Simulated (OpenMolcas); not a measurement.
# One shape, several levels: doublet CH5BFNO+

Aim: a comparison of 6 runs (U-r2SCAN/cc-pVDZ, U-revPBE/cc-pVDZ, UBLYP/cc-pVDZ, UM06-2X/cc-pVDZ, UPBE/cc-pVDZ, UPBE0/cc-pVDZ) of doublet CH5BFNO+. 

The results are computed with OpenMolcas 26.06.

## (1) The molecule

CH5BFNO+: 10 atoms, total charge +1, spin state doublet. SMILES of the parent species: `COB(N)F`. The shape is that of a PBE0-D4/def2-TZVP optimisation. This is one conformer, not always the lowest. That shape belongs to the parent species and isn't relaxed for this state.

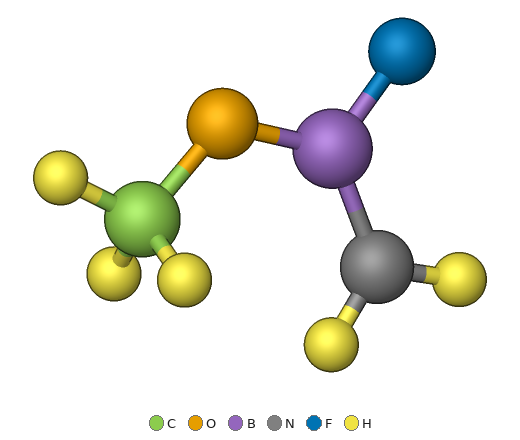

Viewed from a chosen angle; carbon green, oxygen amber, boron purple, nitrogen grey, fluorine blue, hydrogen yellow.

## (2) The energy at U-r2SCAN/cc-pVDZ (run 1)

The input, run.input:

```
&GATEWAY
  BASLIB=$CurrDir
  COORD
  10
  bohr
  C     -2.51994979     0.49699797    -0.90291114
  O     -0.17347686     0.21032652    -2.11365867
  B      1.95605551    -0.26796316    -0.75985887
  N      2.05810072    -0.52024160     1.88046647
  F      4.09390268    -0.50909222    -2.08852531
  H     -2.50350917     2.09268271     0.41725153
  H     -3.06003351    -1.21944027     0.12264323
  H     -3.94083486     0.86417176    -2.34817368
  H      0.55406770    -0.36830762     3.02242796
  H      3.69233587    -0.87532114     2.77562973
  BASIS=cc-pVDZ
  GROUP=NoSym

&SEWARD
  GRIDINPUT
  Grid=UltraFine
  End of Grid

&SCF
  UHF
  CHARGE=1
  SPIN=2
  KSDFT=2
  1.0 MGGA_X_R2SCAN
  1.0 MGGA_C_R2SCAN
  THRESHOLDS=1e-10 1e-07 1e-07 1e-05
  PRORBITALS=1 2
```

The basis set cc-pVDZ is read from a file made from the Basis Set Exchange's data (not shown).

Run with:

```console
$ export MOLCAS_MEM=1860
$ pymolcas run.input > run.log
```

Log:

```text
--- Start Module: gateway ---
[...]
--- Stop Module: gateway /rc=_RC_ALL_IS_WELL_ ---
--- Start Module: seward ---
[...]
      Basis functions           95
--- Stop Module: seward /rc=_RC_ALL_IS_WELL_ ---
[...]
--- Start Module: scf ---
[...]
       Convergence after  29 Iterations
[...]
::    Total KS-DFT energy                            -295.4283051235
[...]
      Total spin, S                                     0.5068785217
[...]
      Total electronic charge=   39.000000
      Total            charge=    1.000000
[...]
      Dipole Moment (debye):
      Origin of the operator (angstrom)=    0.6169   -0.0692   -0.4281
                   X= -2.9988E+00               Y=  3.0722E-03               Z=  5.6290E+00           Total=  6.3780E+00
      Center of Charge (angstrom)
[...]
--- Stop Module: scf /rc=_RC_ALL_IS_WELL_ ---
[...]
```

Run time: 3.2 min. Hardware: 1 thread of AMD EPYC 7R43 (Zen 3), shared host; peak memory 0.52 GiB.

## (3) A single-point energy at U-revPBE/cc-pVDZ (run 2)

The input, calc.inp:

```
&gateway
baslib
$CurrDir
coord
10
angstrom
C       -1.333500       0.263000      -0.477800
O       -0.091800       0.111300      -1.118500
B        1.035100      -0.141800      -0.402100
N        1.089100      -0.275300       0.995100
F        2.166400      -0.269400      -1.105200
H       -1.324800       1.107400       0.220800
H       -1.619300      -0.645300       0.064900
H       -2.085400       0.457300      -1.242600
H        0.293200      -0.194900       1.599400
H        1.953900      -0.463200       1.468800
basis
cc-pVDZ
group
NoSym
&seward
gridinput
Grid=UltraFine
End of Grid
&scf
uhf
charge
1
spin
2
ksdft
revPBE
thresholds
1e-10 1e-07 1e-07 1e-05
prorbitals
1 2
```

The basis set cc-pVDZ is read from a file made from the Basis Set Exchange's data (not shown).

Run with:

```console
$ export MOLCAS_MEM=1860
$ pymolcas calc.inp > calc.log
```

Log:

```text
--- Start Module: gateway ---
[...]
--- Stop Module: gateway /rc=_RC_ALL_IS_WELL_ ---
--- Start Module: seward ---
[...]
      Basis functions           95
--- Stop Module: seward /rc=_RC_ALL_IS_WELL_ ---
[...]
--- Start Module: scf ---
[...]
       Convergence after  36 Iterations
[...]
::    Total KS-DFT energy                            -295.4818840320
[...]
      Total spin, S                                     0.5030703908
[...]
      Total electronic charge=   39.000000
      Total            charge=    1.000000
[...]
      Dipole Moment (debye):
      Origin of the operator (angstrom)=    0.6169   -0.0692   -0.4281
                   X= -3.0889E+00               Y=  4.7497E-02               Z=  5.2997E+00           Total=  6.1344E+00
      Center of Charge (angstrom)
[...]
--- Stop Module: scf /rc=_RC_ALL_IS_WELL_ ---
[...]
```

Wall time 2.5 min (1 thread of AMD EPYC 7R43 (Zen 3), shared host); peak memory 0.51 GiB.

Run 3 isn't shown in full; the table further down has it.

## (4) A single-point energy at UM06-2X/cc-pVDZ (run 4)

The input, job.input:

```
* CH5BFNO Kohn-Sham DFT

&gateway
 baslib=$CurrDir
 coord
 10
 bohr
 C     -2.51994979     0.49699797    -0.90291114
 O     -0.17347686     0.21032652    -2.11365867
 B      1.95605551    -0.26796316    -0.75985887
 N      2.05810072    -0.52024160     1.88046647
 F      4.09390268    -0.50909222    -2.08852531
 H     -2.50350917     2.09268271     0.41725153
 H     -3.06003351    -1.21944027     0.12264323
 H     -3.94083486     0.86417176    -2.34817368
 H      0.55406770    -0.36830762     3.02242796
 H      3.69233587    -0.87532114     2.77562973
 basis=cc-pVDZ
 group=NoSym

&seward
 gridinput
 Grid=UltraFine
 End of Grid

&scf
 uhf
 charge=1
 spin=2
 ksdft=M062X
 thresholds=1e-10 1e-07 1e-07 1e-05
 prorbitals=1 2
```

The basis set cc-pVDZ is read from a file made from the Basis Set Exchange's data (not shown).

Run with:

```console
$ export MOLCAS_MEM=1860
$ pymolcas job.input > job.log
```

Log:

```text
--- Start Module: gateway ---
[...]
--- Stop Module: gateway /rc=_RC_ALL_IS_WELL_ ---
--- Start Module: seward ---
[...]
      Basis functions           95
--- Stop Module: seward /rc=_RC_ALL_IS_WELL_ ---
[...]
--- Start Module: scf ---
[...]
       Convergence after  24 Iterations
[...]
::    Total KS-DFT energy                            -295.4512596721
[...]
      Total spin, S                                     0.5112050055
[...]
      Total electronic charge=   39.000000
      Total            charge=    1.000000
[...]
      Dipole Moment (debye):
      Origin of the operator (angstrom)=    0.6169   -0.0692   -0.4281
                   X= -2.8270E+00               Y= -5.6003E-02               Z=  5.9686E+00           Total=  6.6045E+00
      Center of Charge (angstrom)
[...]
--- Stop Module: scf /rc=_RC_ALL_IS_WELL_ ---
[...]
```

Wall time 3.2 min (1 thread of AMD EPYC 7R43 (Zen 3), shared host); peak memory 0.52 GiB.

Run 5 isn't shown in full; the table further down has it.

## (5) The energy at UPBE0/cc-pVDZ (run 6)

The input, mol.input:

```
&GATEWAY
 BasLib
 $CurrDir
 Coord
 10
 angstrom
 C       -1.333500       0.263000      -0.477800
 O       -0.091800       0.111300      -1.118500
 B        1.035100      -0.141800      -0.402100
 N        1.089100      -0.275300       0.995100
 F        2.166400      -0.269400      -1.105200
 H       -1.324800       1.107400       0.220800
 H       -1.619300      -0.645300       0.064900
 H       -2.085400       0.457300      -1.242600
 H        0.293200      -0.194900       1.599400
 H        1.953900      -0.463200       1.468800
 Basis
 cc-pVDZ
 Group
 NoSym

&SEWARD
 GridInput
 Grid=UltraFine
 End of Grid

&SCF
 UHF
 Charge
 1
 Spin
 2
 KSDFT
 PBE0
 Thresholds
 1e-10 1e-07 1e-07 1e-05
 PrOrbitals
 1 1
```

The basis set cc-pVDZ is read from a file made from the Basis Set Exchange's data (not shown).

Run with:

```console
$ export MOLCAS_MEM=1860
$ pymolcas mol.input > mol.log
```

Log:

```text
--- Start Module: gateway ---
[...]
--- Stop Module: gateway /rc=_RC_ALL_IS_WELL_ ---
--- Start Module: seward ---
[...]
      Basis functions           95
--- Stop Module: seward /rc=_RC_ALL_IS_WELL_ ---
[...]
--- Start Module: scf ---
[...]
       Convergence after  27 Iterations
[...]
::    Total KS-DFT energy                            -295.2495871989
[...]
      Total spin, S                                     0.5089639586
[...]
      Total electronic charge=   39.000000
      Total            charge=    1.000000
[...]
      Dipole Moment (debye):
      Origin of the operator (angstrom)=    0.6169   -0.0692   -0.4281
                   X= -2.9041E+00               Y= -2.5783E-02               Z=  5.7746E+00           Total=  6.4638E+00
      Center of Charge (angstrom)
[...]
--- Stop Module: scf /rc=_RC_ALL_IS_WELL_ ---
[...]
```

Wall time 2.6 min (1 thread of AMD EPYC 7R43 (Zen 3), shared host); peak memory 0.52 GiB.

## (6) The series

```
run             level  energy (Eh)  HOMO energy (eV)  LUMO energy (eV)   ⟨S²⟩  wall time
  1  U-r2SCAN/cc-pVDZ  -295.428305            -14.02            -13.20  0.764    3.2 min
  2  U-revPBE/cc-pVDZ  -295.481884            -13.80            -13.22  0.756    2.5 min
  3     UBLYP/cc-pVDZ  -295.502621            -13.72            -13.17  0.756    2.1 min
  4   UM06-2X/cc-pVDZ  -295.451260            -16.11            -11.83  0.773    3.2 min
  5      UPBE/cc-pVDZ  -295.240004            -13.86            -13.29  0.756       96 s
  6     UPBE0/cc-pVDZ  -295.249587            -14.92            -12.49  0.768    2.6 min
```

## (7) What came out

| quantity | value |
| --- | --- |
| run 6: total energy | -295.24959 Eh |
| run 6: HOMO energy (highest over α and β) | -14.92 eV |
| run 6: LUMO energy (lowest over α and β) | -12.49 eV |
| run 6: ⟨S²⟩ | 0.768 |

What this shows: Totals of different functionals can't be ranked against each other. All runs together took 15 min, the longest 3.2 min.
